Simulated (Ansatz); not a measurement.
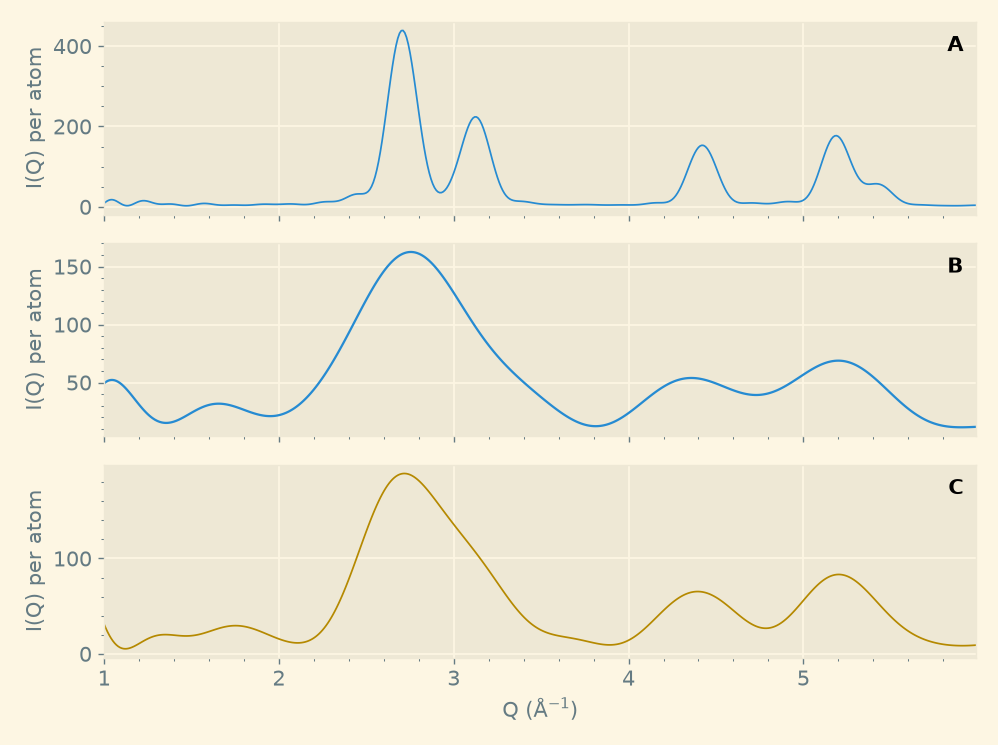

X-ray scattering of spheres cut from the crystal structure of Al (Fm-3m, a = 4.015 Å, b = 4.015 Å, c = 4.015 Å, α = 90.00°, β = 90.00°, γ = 90.00°), calculated atom by atom with the Debye equation (B = 0.5 Å², no relaxation of the surface). It is based on the input geometry of an electronic-structure calculation (not necessarily at equilibrium).

The spheres are 10, 14 and 36 Å across. Which curve is which?

Answer. curve A: 36 Å (1505 atoms); curve B: 10 Å (43 atoms); curve C: 14 Å (87 atoms). Peak widths go roughly as 2π/D, so the largest sphere has the sharpest peaks.

Index the main peaks of the largest sphere.

Answer. Q ≈ 2.71 Å⁻¹: 111; Q ≈ 3.12 Å⁻¹: 200; Q ≈ 4.42 Å⁻¹: 220; Q ≈ 5.19 Å⁻¹: 311.
